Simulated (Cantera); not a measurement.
A closed system holds: 1 mol Ca(OH)₂, a varied amount of H₂, held at 550 K and 5.63 Torr.

Method: chemical equilibrium by Gibbs-energy minimisation in Cantera with the NASA 1993 tables (ideal gas, pure condensed phases). Candidate condensed phases: Ca, CaO, Ca(OH)₂, H₂O; 14 gas species. Rates play no part.

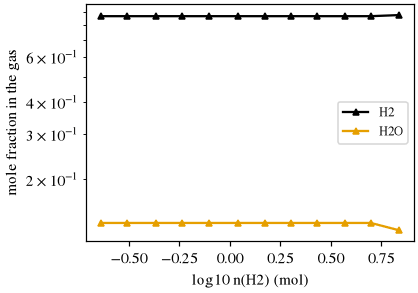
Equilibrium gas composition (values under 1e-9 drawn at 1e-9)

From 0.23 mol H₂ to 5 mol H₂ the condensed part is CaO(s) + Ca(OH)₂(s). At 6.9 mol H₂ the condensed part is CaO(s).
